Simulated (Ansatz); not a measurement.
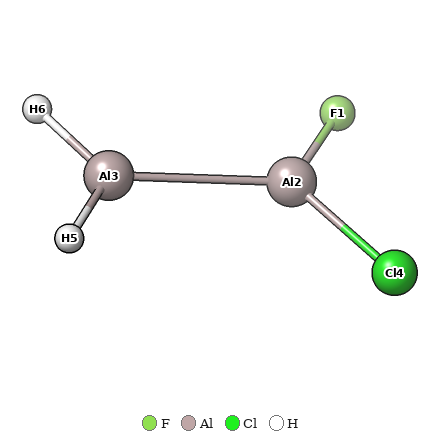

The system is Al₂ClFH₂ (SMILES [F][Al]([AlH2])[Cl]) with the probe F-; the picture shows it without the atoms that are moved over the map. The probe is moved over a plane parallel to the molecule's main plane, 2.37 Å above it. First axis: x of the probe's F atom. Second axis: y of the probe's F atom. Nothing is relaxed (molecule and probe rigid). Grid: 15 × 11 points. Points are written as (first, second). Energies: eV, counted from the lowest grid point. All numbers below come from RHF/def2-SVPD in Ansatz 0.2.0.

Range: x of the probe's F atom from −4.62 to 4.62 Å; y of the probe's F atom from −3.30 to 3.30 Å.

Q: Predict the map.

A: The lowest grid point is at (1.98 Å, 0.00 Å) [nearest 1 Al at 2.46 Å]. The bottom of the well lies between grid points, at about (2.06 Å, 0.33 Å), about 0.073 eV lower on the interpolated surface. The highest grid point, (−1.98 Å, 1.32 Å) [nearest 1 Cl at 2.39 Å], lies 2.85 eV above the lowest. Near the minimum the curvatures are about 0.78 and 1.5 eV/Å² along the soft and the stiff direction.

```csv
"y of the probe's F atom ↓, x of the probe's F atom →",−4.62,−3.96,−3.30,−2.64,−1.98,−1.32,−0.66,0.00,0.66,1.32,1.98,2.64,3.30,3.96,4.62
3.30,2.72,2.71,2.69,2.68,2.65,2.59,2.48,2.35,2.24,2.19,2.19,2.23,2.28,2.33,2.38
2.64,2.73,2.71,2.70,2.71,2.71,2.60,2.38,2.13,1.95,1.87,1.88,1.96,2.07,2.18,2.28
1.98,2.74,2.72,2.73,2.78,2.84,2.66,2.21,1.77,1.50,1.35,1.33,1.46,1.69,1.92,2.12
1.32,2.74,2.73,2.74,2.81,2.85,2.52,1.80,1.18,0.88,0.69,0.59,0.73,1.13,1.59,1.95
0.66,2.75,2.73,2.71,2.69,2.55,2.00,1.11,0.47,0.27,0.16,0.01,0.15,0.70,1.36,1.85
0.00,2.76,2.73,2.67,2.54,2.21,1.52,0.65,0.09,0.02,0.06,0.00,0.19,0.76,1.41,1.89
−0.66,2.76,2.73,2.66,2.50,2.18,1.61,0.92,0.44,0.36,0.45,0.51,0.74,1.20,1.68,2.02
−1.32,2.77,2.75,2.70,2.59,2.41,2.12,1.71,1.30,1.11,1.10,1.18,1.38,1.68,1.97,2.18
−1.98,2.78,2.78,2.76,2.71,2.65,2.56,2.38,2.07,1.82,1.72,1.74,1.86,2.02,2.18,2.30
−2.64,2.79,2.79,2.80,2.79,2.78,2.75,2.65,2.46,2.27,2.15,2.13,2.17,2.25,2.33,2.40
−3.30,2.79,2.80,2.81,2.82,2.82,2.80,2.74,2.62,2.50,2.41,2.37,2.37,2.39,2.43,2.47
```

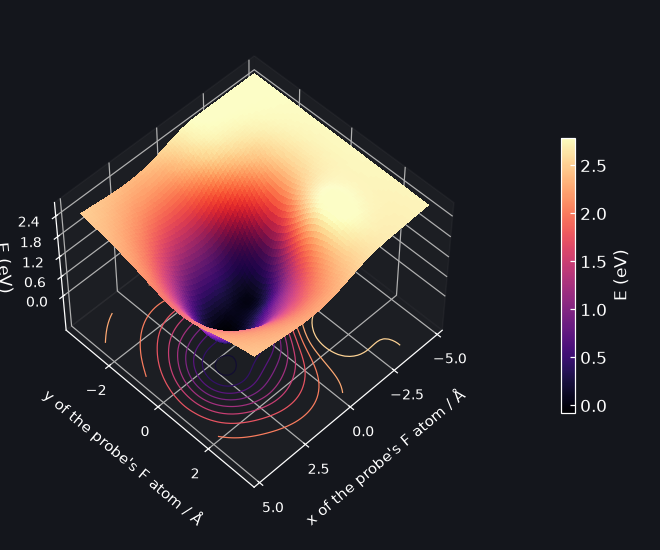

Drawn: a relief with its contours projected below, any walls above the top of the colour scale cut off. Between grid points the surface is interpolated.

The whole map (165 points run) took 10 min on 1 thread of Arm Neoverse V2, on a shared host.
